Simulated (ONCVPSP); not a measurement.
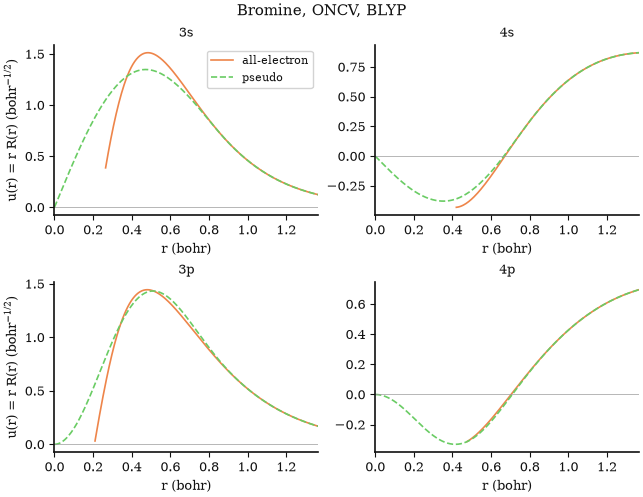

**Figure 1.** All-electron valence functions (solid) with their pseudo partners (dashed). The innermost oscillations of some all-electron curves aren't drawn. Reference configuration 3s2 3p6 3d10 4s2 4p5.

- Matching radii: 3s at 0.90 bohr; 4s at 0.90 bohr; 3p at 1.05 bohr; 4p at 1.05 bohr. The curves merge smoothly, so the plot gives these only roughly.
- Nodes of the pseudo-waves: 3s has no node; 4s has a node at about 0.7 bohr; 3p has no node; 4p has a node at about 0.7 bohr. A node in 4s and 4p is expected, since a lower shell of the same l is also in the valence and the two must stay orthogonal.
- Cutoffs needed: 235 Ha (loose) and 271 Ha (tight), as the cutoffs at which the residual kinetic energy of the hardest occupied pseudo-wave falls to 1 and 0.1 mHa per electron.

**Br: pseudopotential generation**

- system: bromine (Br, Z = 35), core [Ne], reference valence 3s2 3p6 3d10 4s2 4p5, valence charge 25.
- method: ONCV potential, BLYP, scalar-relativistic, made with ONCVPSP 4.0.1

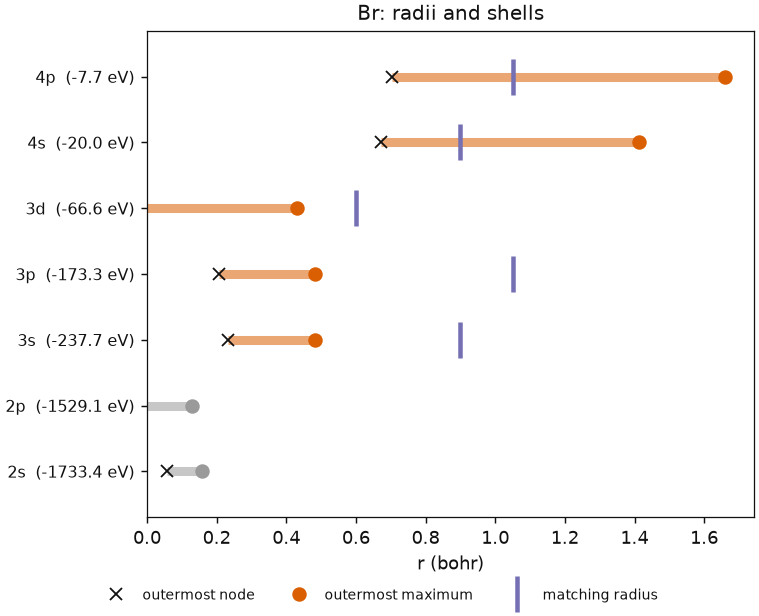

**Figure 2.** Outer shells of the all-electron reference atom: each bar runs from the outermost node (or the nucleus) to the outermost maximum of u(r); the tick is the radius chosen for the pseudo-wave. Shells without a tick have no pseudo-wave of their own. Levels, nodes and maxima are from ld1.x, scalar-relativistic.

- Radii against the shells: 3s: 0.90 bohr, outside the maximum; 3p: 1.05 bohr, outside the maximum; 3d: 0.60 bohr, outside the maximum; 4s: 0.90 bohr, between node and maximum; 4p: 1.05 bohr, between node and maximum.

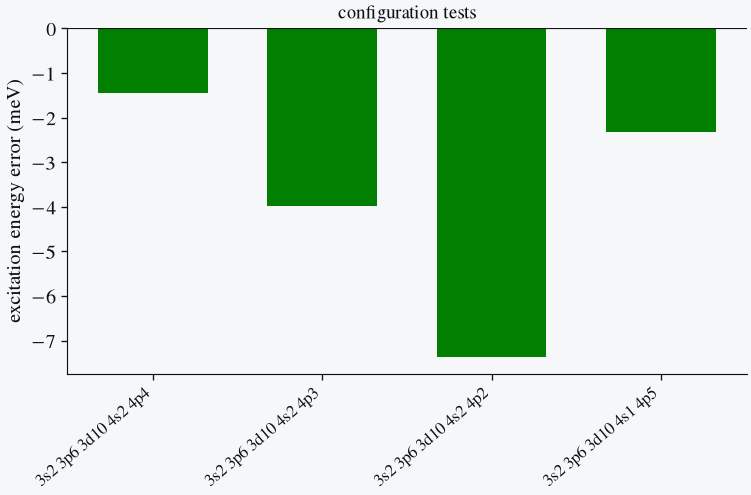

**Figure 3.** Errors, all-electron minus pseudo, of the energies of valence configurations relative to the unpolarised reference 3s2 3p6 3d10 4s2 4p5.

- Worst configuration: 3s2 3p6 3d10 4s2 4p2 (charge +3): the error is -7.4 meV on an all-electron energy of +68.90 eV relative to the reference, or 0.011 %.
- Configurations within 10 meV and within 50 meV: 4 and 4 of 4.

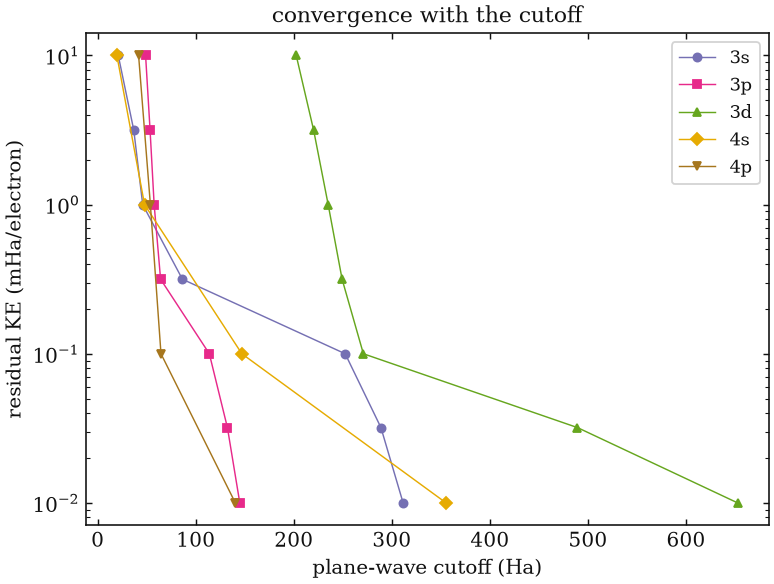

**Figure 4.** Residual kinetic energy of the pseudo-waves (the first of each channel, and further valence shells) beyond the plane-wave cutoff, as the generator prints it.

- Hardest wave at 1 mHa per electron: 3d, with rc = 0.60 bohr and qcut = 23 1/bohr. The optimisation minimises, but can't always remove, the kinetic energy above qcut²/2 = 264.5 Ha, and a larger rc would as a rule soften the wave at some cost in transferability.
- Cutoffs for the occupied states: 235 Ha for 1 mHa and 271 Ha for 0.1 mHa per electron. The first is set by 3d.
- Cutoffs for 1 mHa per electron: 3d: 235 Ha; 3p: 58 Ha; 4p: 54 Ha; 4s: 48 Ha; 3s: 46 Ha.

Input and output of the run follow.

### Input file
```
# ATOM AND REFERENCE CONFIGURATION
# atsym  z   nc   nv     iexc    psfile
  Br 35.00    3    5  -106131      upf
#
#   n    l    f
    1    0    2.00
    2    0    2.00
    2    1    6.00
    3    0    2.00
    3    1    6.00
    3    2   10.00
    4    0    2.00
    4    1    5.00
#
# PSEUDOPOTENTIAL AND OPTIMIZATION
# lmax
    2
#
#   l,   rc,      ep,       ncon, nbas, qcut
    0    0.90    0.00    4    9   10.00
    1    1.05    0.00    4    7   11.10
    2    0.60    0.00    4    8   23.00
#
# LOCAL POTENTIAL
# lloc, lpopt,  rc(5),   dvloc0
    2    5    0.60    0.00
#
# VANDERBILT-KLEINMAN-BYLANDER PROJECTORs
# l, nproj, debl
    0    2    0.70
    1    2    1.10
    2    0    1.60
#
# MODEL CORE CHARGE
# icmod, fcfact, rcfact
    0    0.00    0.00
#
# LOG DERIVATIVE ANALYSIS
# epsh1, epsh2, depsh
  -10.00    5.00    0.04
#
# OUTPUT GRID
# rlmax, drl
    6.00    0.01
#
# TEST CONFIGURATIONS
# ncnf
    4
# nvcnf
#   n    l    f
    5
    3    0    2.00
    3    1    6.00
    3    2   10.00
    4    0    2.00
    4    1    4.00
#
    5
    3    0    2.00
    3    1    6.00
    3    2   10.00
    4    0    2.00
    4    1    3.00
#
    5
    3    0    2.00
    3    1    6.00
    3    2   10.00
    4    0    2.00
    4    1    2.00
#
    5
    3    0    2.00
    3    1    6.00
    3    2   10.00
    4    0    1.00
    4    1    5.00
#
```

Run as:
```bash
oncvpsp.x < Br.dat > Br.out
```

### Output (extracts)
```
ONCVPSP  (Optimized Norm-Conservinng Vanderbilt PSeudopotential)
scalar-relativistic version 4.0.1

#   n    l    f        energy (Ha)
    1    0    2.00    -4.8954582E+02
    2    0    2.00    -6.3700330E+01
    2    1    6.00    -5.6193222E+01
    3    0    2.00    -8.7360164E+00
    3    1    6.00    -6.3669917E+00
    3    2   10.00    -2.4476207E+00
    4    0    2.00    -7.3610353E-01
    4    1    5.00    -2.8331258E-01

Reference configufation results
  iterations    26
  all-electron total energy (Ha)   -2.60685020D+03

Begin loop to  construct optimized pseudo wave functions
and semi-local pseudopoentials for all angular momenta

Calculating optimized projector #   1

 for l=   0

    Fraction of norm inside rc  0.941955
    Optimizing pswf for qcut=  10.01 a_B^-1,  ecut=  50.13 Ha
    Residual kinetic energy error=  6.04D-04 Ha

    Energy error per electron        Cutoff
         Ha          eV             Ha
         0.01000     0.27211       20.98
         0.00100     0.02721       45.94
         0.00010     0.00272      252.46
         0.00001     0.00027      311.53

Calculating optimized projector #   2

 for l=   0

    Fraction of norm inside rc  0.068779
    Optimizing pswf for qcut=  10.01 a_B^-1,  ecut=  50.13 Ha
    Residual kinetic energy error=  7.39D-04 Ha

    Energy error per electron        Cutoff
         Ha          eV             Ha
         0.01000     0.27211       19.57
         0.00100     0.02721       47.80
         0.00010     0.00272      147.07
         0.00001     0.00027      355.40

Calculating optimized projector #   1

 for l=   1

    Fraction of norm inside rc  0.968561
    Optimizing pswf for qcut=  11.11 a_B^-1,  ecut=  61.72 Ha
    Residual kinetic energy error=  3.76D-04 Ha

    Energy error per electron        Cutoff
         Ha          eV             Ha
         0.01000     0.27211       48.86
         0.00100     0.02721       57.60
         0.00010     0.00272      113.88
         0.00001     0.00027      144.96

Calculating optimized projector #   2

 for l=   1

    Fraction of norm inside rc  0.064313
    Optimizing pswf for qcut=  11.11 a_B^-1,  ecut=  61.72 Ha
    Residual kinetic energy error=  1.61D-04 Ha

    Energy error per electron        Cutoff
         Ha          eV             Ha
         0.01000     0.27211       41.73
         0.00100     0.02721       53.75
         0.00010     0.00272       64.57
         0.00001     0.00027      140.43

Calculating optimized projector #   1

 for l=   2

    Fraction of norm inside rc  0.595772
    Optimizing pswf for qcut=  22.98 a_B^-1,  ecut= 263.97 Ha
    Residual kinetic energy error=  1.17D-04 Ha

    Energy error per electron        Cutoff
         Ha          eV             Ha
         0.01000     0.27211      202.49
         0.00100     0.02721      235.08
         0.00010     0.00272      270.99
         0.00001     0.00027      652.82

Construct Vanderbilt / Kleinmman-Bylander projectors

B matrix Hermiticity error, ll=   0
   1   2    2.1410E-03

  Orthonormal projector coefficients  5.5349E+01  6.7548E+00

B matrix Hermiticity error, ll=   1
   1   2    1.1530E-03

  Orthonormal projector coefficients  3.6835E+01 -5.4959E+00

Pseudoatom total energy -414.826813

Diagnostic tests using Vanderbilt-Kleinman-Bylander pseudopotentials
  1 or more projectors used as specified by nproj input data

   l    rcore       rmatch      e in        delta e   norm test  slope test

   0   0.9035877   0.9310226  -8.7360164   0.0000117   1.0003537   1.0003316
   0   0.9035877   0.9310226  -0.7361035   0.0000455   1.0001183   1.0000992

   1   1.0556448   1.0876965  -6.3669917  -0.0000346   1.0003851   1.0003670
   1   1.0556448   1.0876965  -0.2833126   0.0000231   1.0000750   1.0000706

   2   0.6015997   0.6198656  -2.4476207  -0.0000117   1.0000078   1.0000385

 Testing for bound ghosts
   n   l    E NL Schr. Eq   E Basis Diag.   E Cutoff

   1   0       -8.736005       -8.735962    429.29
   2   0       -0.736058       -0.563881    429.29

   2   1       -6.367026       -6.366168    201.61
   3   1       -0.283290       -0.127852    201.61

 Testing for highly-localized positive-energy ghosts
       l    <radius>/rc     E Basis Diag.   E Cutoff

       0        0.538567        9.122903    429.29  WARNING - GHOST(+)

Test configuration 0

   n   l     f        eae           eps        diff
   1   0  2.0000 -489.54581653
   2   0  2.0000  -63.70033042
   2   1  6.0000  -56.19322198
   3   0  2.0000   -8.73601642   -8.73600472    1.17D-05
   3   1  6.0000   -6.36699170   -6.36702628   -3.46D-05
   3   2 10.0000   -2.44762070   -2.44763235   -1.17D-05
   4   0  2.0000   -0.73610353   -0.73605805    4.55D-05
   4   1  5.0000   -0.28331258   -0.28328952    2.31D-05

    Total energies and differences
      AE_ref= -2.60685020D+03  AE_tst= -2.60685020D+03  dif=  0.00D+00
      PS_ref= -4.14826813D+02  PS_tst= -4.14826813D+02  dif= -5.12D-13
      PSP excitation error=  5.12D-13

Test configuration 1

   n   l     f        eae           eps        diff
   1   0  2.0000 -489.96313744
   2   0  2.0000  -64.11420680
   2   1  6.0000  -56.60755857
   3   0  2.0000   -9.14750206   -9.14744919    5.29D-05
   3   1  6.0000   -6.77838259   -6.77825063    1.32D-04
   3   2 10.0000   -2.85840544   -2.85834059    6.49D-05
   4   0  2.0000   -1.11269810   -1.11264662    5.15D-05
   4   1  4.0000   -0.63641000   -0.63637143    3.86D-05

    Total energies and differences
      AE_ref= -2.60685020D+03  AE_tst= -2.60639451D+03  dif=  4.56D-01
      PS_ref= -4.14826813D+02  PS_tst= -4.14371068D+02  dif=  4.56D-01
      PSP excitation error= -5.32D-05

Test configuration 2

   n   l     f        eae           eps        diff
   1   0  2.0000 -490.44837088
   2   0  2.0000  -64.59285753
   2   1  6.0000  -57.08706195
   3   0  2.0000   -9.62146422   -9.62141330    5.09D-05
   3   1  6.0000   -7.25213281   -7.25171584    4.17D-04
   3   2 10.0000   -3.33100350   -3.33085475    1.49D-04
   4   0  2.0000   -1.53374546   -1.53369003    5.54D-05
   4   1  3.0000   -1.03253203   -1.03246580    6.62D-05

    Total energies and differences
      AE_ref= -2.60685020D+03  AE_tst= -2.60556335D+03  dif=  1.29D+00
      PS_ref= -4.14826813D+02  PS_tst= -4.13539814D+02  dif=  1.29D+00
      PSP excitation error= -1.46D-04

Test configuration 3

   n   l     f        eae           eps        diff
   1   0  2.0000 -490.99240078
   2   0  2.0000  -65.12672584
   2   1  6.0000  -57.62222707
   3   0  2.0000  -10.14795873  -10.14796492   -6.19D-06
   3   1  6.0000   -7.77827025   -7.77742843    8.42D-04
   3   2 10.0000   -3.85537851   -3.85513764    2.41D-04
   4   0  2.0000   -1.98983064   -1.98977046    6.02D-05
   4   1  2.0000   -1.46316411   -1.46304846    1.16D-04

    Total energies and differences
      AE_ref= -2.60685020D+03  AE_tst= -2.60431833D+03  dif=  2.53D+00
      PS_ref= -4.14826813D+02  PS_tst= -4.12294668D+02  dif=  2.53D+00
      PSP excitation error= -2.71D-04

Test configuration 4

   n   l     f        eae           eps        diff
   1   0  2.0000 -490.02196241
   2   0  2.0000  -64.17198376
   2   1  6.0000  -56.66496911
   3   0  2.0000   -9.20576486   -9.20673819   -9.73D-04
   3   1  6.0000   -6.83632901   -6.83669597   -3.67D-04
   3   2 10.0000   -2.91533894   -2.91624058   -9.02D-04
   4   0  1.0000   -1.14298131   -1.14298747   -6.16D-06
   4   1  5.0000   -0.66027563   -0.66025375    2.19D-05

    Total energies and differences
      AE_ref= -2.60685020D+03  AE_tst= -2.60591501D+03  dif=  9.35D-01
      PS_ref= -4.14826813D+02  PS_tst= -4.13891532D+02  dif=  9.35D-01
      PSP excitation error= -8.54D-05
```

### Key numbers

- outcome: generated
- cutoffs needed: 235 Ha and 271 Ha (the cutoffs at which the residual kinetic energy of the hardest occupied pseudo-wave falls to 1 and 0.1 mHa per electron)
- ghost test: no bound ghost flagged; GHOST(+) flagged for s at 248.2 eV
- largest excitation error: -7.4 meV (all-electron minus pseudo) for 3s2 3p6 3d10 4s2 4p2, out of 4 test configurations
- range over which the phases arctan(r R′/R) at the test radius agree within 0.05 rad (a looser test near the poles than one of phase shifts): s: over the whole range computed; p: over the whole range computed; d: over the whole range computed; f: not judged, local potential alone
- hardware: 1 CPU thread, shared host
- wall time: 3 s
